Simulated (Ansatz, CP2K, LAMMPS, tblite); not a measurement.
## Running aqueous Na+ and BF4-, 5.0 mol of salt per kg of water at 300 K (78 atoms) with tblite

Aim: run aqueous Na+ and BF4-, 5.0 mol of salt per kg of water at 300 K (78 atoms) in tblite and see how near its forces come to a plane-wave reference, and at what cost.

Calculated with tblite 0.8.0; the method is named at each step.

### Step 1. The structure

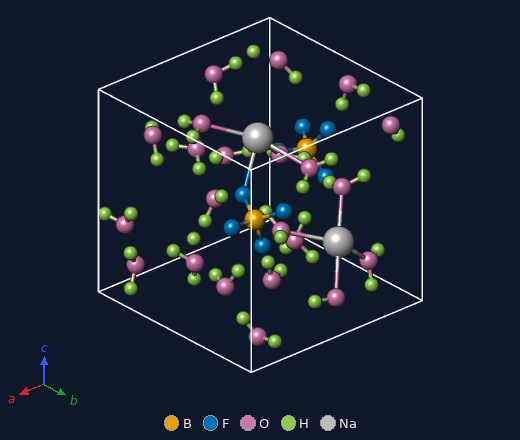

Start, viewed from a free direction; boron orange, fluorine blue, oxygen pink, hydrogen green, sodium light grey. Bonds to atoms that aren't drawn are left out.

The cell holds 78 atoms: 2 B, 8 F, 22 O, 44 H and 2 Na. Cell: a = 9.294 Å, b = 9.294 Å, c = 9.294 Å, α = 90.0°, β = 90.0°, γ = 90.0°. 22 H2O, 2 Na+, 2 BF4- placed at random, at 1.27 g/cm³; overlaps pushed apart, then 10 ps at 420 K with stiff harmonic cages for PF6 and BF4 with UFF radii; Joung-Cheatham ions (J. Phys. Chem. B 112, 9020 (2008)); SPC/E water (Berendsen, Grigera and Straatsma, J. Phys. Chem. 91, 6269 (1987)). Snapshot after 20 ps at 300 K and fixed volume.

The yardstick, on the same geometry:

| Item | Value |
| --- | --- |
| method | Kohn-Sham DFT, PBE, PAW, plane waves (Ansatz 0.2.0); cutoff 420 eV, Γ point, fermi-dirac smearing of 0.05 eV; PAW set soft_2 |
| r.m.s. force component | 0.6674 eV/Å |
| longest force | 2.937 eV/Å |
| pressure | -1.148 GPa |
| gap (highest filled to lowest empty level) | 3.896 eV |
| SCF cycles | 9 |
| time | 5.1 s on 4 threads of Arm Neoverse V2, shared host |
| CPU time | 19 s |

### Step 2. GFN1-xTB

Method: GFN1-xTB tight binding, diagonalisation.

Contents of run.py:

```python
import numpy as np
from ase.io import read
from tblite.ase import TBLite

atoms = read("structure.xyz")
atoms.calc = TBLite(method="GFN1-xTB", electronic_temperature=580, accuracy=1.0, max_iterations=250, mixer_damping=0.4, verbosity=1)
energy = atoms.get_potential_energy()
forces = atoms.get_forces()
print(f"energy {energy:.6f} eV")
print("forces (eV/A)")
for i, (a, f) in enumerate(zip(atoms, forces)):
    print(f"{i:4d} {a.symbol:2s} {f[0]:10.5f} {f[1]:10.5f} {f[2]:10.5f}")
stress = -atoms.get_stress(voigt=False) * 160.21766
print("stress (GPa, compression positive)")
for row in stress:
    print(" ".join(f"{x:10.4f}" for x in row))
print("charges (e)")
print(np.array2string(atoms.get_charges(), precision=4, suppress_small=True, max_line_width=110, threshold=100000))
```

Contents of structure.xyz:

```xyz
78
Lattice="9.29395 0.00000 0.00000 0.00000 9.29395 0.00000 0.00000 0.00000 9.29395" Properties=species:S:1:pos:R:3 pbc="T T T"
B 7.74084 7.77160 5.85593
F 7.22921 6.49610 6.30139
F 9.14497 7.96036 6.05436
F 7.18803 8.93725 6.50419
F 7.34705 7.81175 4.53145
B 1.07038 3.45828 5.03453
F 2.36986 3.19480 5.28352
F 0.69770 4.33535 6.12574
F 0.25912 2.31680 5.28277
F 0.67632 4.17168 3.88245
O 1.55971 7.77448 1.79280
H 1.75163 8.16641 0.89315
H 0.66433 7.32939 1.77840
O 3.78812 0.84686 8.36669
H 4.14092 1.43285 7.63730
H 2.95752 1.25273 8.74802
O 2.06437 3.84007 1.33052
H 1.63416 4.44344 0.65903
H 1.54503 3.86796 2.18464
O 4.52745 9.11290 1.66408
H 4.34975 0.25781 0.78329
H 5.50657 8.92991 1.75368
O 5.52553 1.74243 5.92573
H 6.09200 0.91889 5.95435
H 6.03066 2.47898 5.47600
O 2.01484 6.66506 4.88276
H 1.82812 5.71039 4.65069
H 1.19204 7.08097 5.27004
O 1.11806 8.63473 8.18806
H 0.52037 8.40303 7.42057
H 1.17522 0.33514 8.27766
O 7.35570 3.69881 2.11047
H 7.12995 3.40707 1.18098
H 7.88164 2.98094 2.56662
O 8.09243 1.96716 7.54483
H 8.28370 2.43780 6.68337
H 7.46481 1.20691 7.37707
O 6.63709 4.11685 4.96910
H 7.13450 4.07428 4.10263
H 6.96860 4.89271 5.50592
O 7.73824 0.52278 0.90681
H 8.25284 0.78701 1.72254
H 8.24624 0.79482 0.08959
O 0.57483 5.40889 8.59096
H 0.60773 6.40102 8.71159
H 0.69370 5.18658 7.62327
O 8.75406 1.01536 3.29898
H 9.00593 0.06905 3.50159
H 8.94320 1.58861 4.09612
O 1.31249 2.01558 8.60573
H 1.32792 2.48632 0.19387
H 0.92624 2.62220 7.91082
O 3.06477 0.69556 4.31555
H 3.89956 1.10059 4.68843
H 2.28891 1.29734 4.50506
O 4.09677 5.21363 6.54238
[... 18 atom lines left out ...]
H 4.35728 8.65044 7.77829
H 5.72749 8.44876 6.91303
Na 3.28671 7.86714 3.28736
Na 5.82071 5.79961 8.13983
```

Run with:

```
$ OMP_NUM_THREADS=1 python run.py > output.txt
```

The log of the run:

```text
------------------------------------------------------------
  cycle        total energy    energy error   density error
------------------------------------------------------------
      1     -170.4881067025  -1.7104500E+02   6.3131904E-01
      2     -172.0995718535  -1.6114652E+00   2.8565800E-01
      3     -172.2183841849  -1.1881233E-01   7.6420338E-02
      4     -172.2247468044  -6.3626196E-03   2.7054534E-02
      5     -172.2306057185  -5.8589140E-03   2.1340638E-02
      6     -172.2375938369  -6.9881184E-03   6.9083607E-03
      7     -172.2385891345  -9.9529759E-04   5.7900660E-04
      8     -172.2385962402  -7.1057603E-06   9.9350824E-05
      9     -172.2385964204  -1.8023539E-07   2.8743085E-05
     10     -172.2385964316  -1.1185989E-08   1.0309806E-05
------------------------------------------------------------
 total:                                   1.668 sec
energy -4686.850936 eV
forces (eV/A)
   0 B    -0.01915   -0.17821    0.78062
   1 F     0.86394    1.50367    0.14921
   2 F    -1.27343   -0.86306   -0.89934
   3 F     0.47097   -0.90302   -0.36906
   4 F     0.15511    0.46878   -0.19669
   5 B    -1.56967    1.21858    1.46295
   6 F     0.84889   -0.29462   -0.81126
   7 F    -0.12346    0.14222   -0.08925
   8 F     0.46352    0.28507   -0.29995
   9 F     0.64152   -0.90561    0.16933
  10 O    -0.68871   -0.08643   -0.87857
  11 H    -0.67297   -0.66613    1.02622
  12 H     1.15285    0.69717   -0.27139
  13 O    -0.15877    1.34556   -0.18070
  14 H    -0.63874   -0.68760    1.03649
  15 H     0.97509   -0.30641   -0.87820
  16 O    -1.04189    0.54745    0.15204
  17 H     0.26285   -0.54179    1.01944
  18 H     0.59081    0.22579   -1.27803
  19 O     1.03484    0.02484   -0.52702
  20 H     0.60546   -0.61836    1.03458
  21 H    -1.43332    0.48726   -0.60962
  22 O     0.83186   -0.55485   -0.33025
  23 H    -0.74616    1.41853   -0.24494
[...]
70 O     0.81984    0.11416    0.77610
  71 H    -0.80721   -1.34012   -0.05300
  72 H     0.07705    1.19024   -0.54717
  73 O     0.14480    0.71735   -0.16403
  74 H     0.82942   -0.68796   -0.69140
  75 H    -1.65329   -0.63004    0.94251
  76 Na   -0.05126    0.07655   -0.01834
  77 Na   -0.02808    0.14414    0.07565
stress (GPa, compression positive)
   -3.3938    -0.4408    -0.1125
   -0.4408    -5.3703     0.6903
   -0.1125     0.6903    -3.7264
charges (e)
[ 0.7388 -0.338  -0.3549 -0.3652 -0.3551  0.7241 -0.3404 -0.4158 -0.3714 -0.3693 -0.6462  0.3544  0.3452
 -0.6742  0.3441  0.3569 -0.6733  0.3407  0.3457 -0.6425  0.3564  0.3421 -0.691   0.3305  0.3517 -0.6468
  0.3479  0.3551 -0.725   0.3435  0.3429 -0.6752  0.3593  0.3281 -0.6729  0.346   0.3478 -0.673   0.3396
  0.3607 -0.6987  0.3554  0.329  -0.6717  0.3553  0.3566 -0.7011  0.3433  0.3611 -0.6661  0.3477  0.3517
 -0.638   0.3473  0.3434 -0.6344  0.3543  0.342  -0.6856  0.3591  0.3428 -0.671   0.3521  0.3411 -0.6869
  0.3471  0.3468 -0.6386  0.3427  0.3499 -0.6433  0.352   0.3532 -0.6793  0.3564  0.345   0.4453  0.4225]
```

It took 2.2 s on 1 thread of Arm Neoverse V2, shared host; peak memory 0.1 GiB.

Banners, paths, timers and routine set-up lines are dropped from the logs unmarked, and long logs keep their key lines alone; longer cuts are marked.

Numbers from this run, and their distance from the reference:

- r.m.s. force component: 0.7708 eV/Å
- r.m.s. difference of force components: 264.1 meV/Å
- longest difference of force vectors: 773.2 meV/Å
- force difference over r.m.s. force: 39.58 %
- slope of forces against the reference's: 1.089
- correlation of force components: 0.9426
- pressure: -4.163 GPa
- pressure difference: -3.015 GPa

Length of the force difference by element (eV/Å):

| element | atoms | mean | most |
| --- | --- | --- | --- |
| B | 2 | 0.44 | 0.55 |
| F | 8 | 0.46 | 0.62 |
| H | 44 | 0.34 | 0.65 |
| Na | 2 | 0.34 | 0.50 |
| O | 22 | 0.59 | 0.77 |

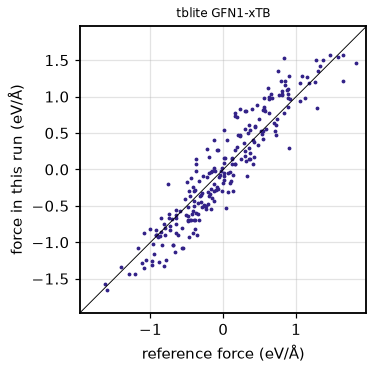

Force components against those of the reference; the line marks equality.

Local excerpt of 9 atoms (numbers count through the whole input) about B1, one of the 2 B atoms; x, y, z are measured from there.

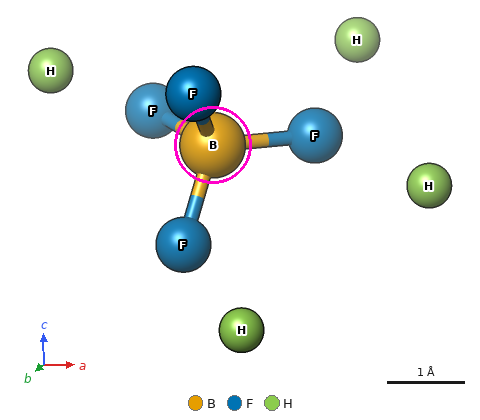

The atoms of the table, within 2.9 Å (arrows a, b, c point along x, y, z); some may hide others; the central atom is ringed.

| atom | x | y | z | distance (Å) | bonds | Mulliken charge (e) | Fx | Fy | Fz (eV/Å) |
| --- | --- | --- | --- | --- | --- | --- | --- | --- | --- |
| B1 | 0.00 | 0.00 | 0.00 | 0.00 | 4 | 0.74 | -0.02 | -0.18 | 0.78 |
| F5 | -0.39 | 0.04 | -1.32 | 1.38 | 1 | -0.36 | 0.16 | 0.47 | -0.20 |
| F3 | 1.40 | 0.19 | 0.20 | 1.43 | 1 | -0.35 | -1.27 | -0.86 | -0.90 |
| F4 | -0.55 | 1.17 | 0.65 | 1.44 | 1 | -0.37 | 0.47 | -0.90 | -0.37 |
| F2 | -0.51 | -1.28 | 0.45 | 1.44 | 2 | -0.34 | 0.86 | 1.50 | 0.15 |
| H76 | -2.01 | 0.68 | 1.06 | 2.37 | 1 | 0.34 | -1.65 | -0.63 | 0.94 |
| H30 | 2.07 | 0.63 | 1.56 | 2.67 | 1 | 0.34 | 0.98 | 0.69 | 1.26 |
| H67 | 0.21 | -0.77 | -2.59 | 2.71 | 1 | 0.35 | 0.26 | -0.93 | -1.24 |
| H28 | 2.75 | -0.69 | -0.59 | 2.89 | 1 | 0.36 | 1.09 | -0.91 | -0.51 |

Atoms are counted from 1 here, from 0 in the log.

Forces lie 40 % from the reference's, at 0.12 times its CPU time (on 1 against 4 cores).

### Step 3. What came out

```json
{"force difference from the reference": "tblite GFN1-xTB, 40 %", "its CPU time": "2.2 s"}
```

What this shows: Tight binding differs by 40 % (tblite GFN1-xTB); it is another model, with fitted parameters of its own, and the xTB methods hold dispersion. One electronic-structure run takes under half the reference's CPU time: tblite GFN1-xTB, at 40 % in 2.2 s against 19 s; its pressure misses by -3.0 GPa. Periodic xTB results under one method name differ between programs and library versions. The network of contacts between molecules at the start is that of the classical potential that made the cell, and needn't be the one that DFT or experiment would give. The concentration wasn't checked against solubility and may exceed it. The reference's PBE has no dispersion term, which matters for the binding between molecules or layers. The density was typed from a rule of thumb and may lie off the real one at this temperature. The electronic-structure runs sample only Γ, in a cell whose shortest periodic width is 9 Å.

[Also dropped from logs without a mark: logging warnings of Python, and SIESTA's first energy breakdown and zero terms.]

[Logs are printed without paths, hosts, clocks, repeated set-up lines and the standing remarks that a program may print on its own settings, such as how far it seeks lower states.]

[Hosts, paths, dates, database ids (printed as entryN), source tags and the programs' standing remarks are cut or masked in the printed files.]
